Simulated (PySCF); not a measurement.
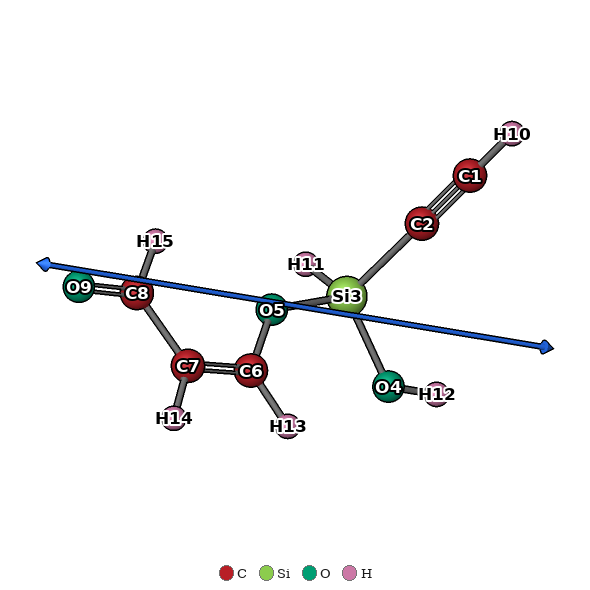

The double arrow shows the direction of the transition dipole to excited singlet state 2 (its length means nothing). Computed geometry: GFN2-xTB optimisation. No frequency run is at hand to confirm it as a minimum. Level of theory: TDDFT ωB97X-D/def2-SVPD, vertical, gas phase, core orbitals frozen in the response (PySCF 2.14.0).

How is the transition polarised?

Answer. Nearly parallel to the C8–O9 bond.

Give its energy, strength and character.

Answer. 5.65 eV (220 nm), oscillator strength 0.51, mainly HOMO−1 → LUMO (weight 0.95); transition dipole 4.88 D.

The geometry is semi-empirical. Around Si such bond lengths and angles can be off by a tenth of an ångström or more and by several degrees, and values that hang on the shape move with them.
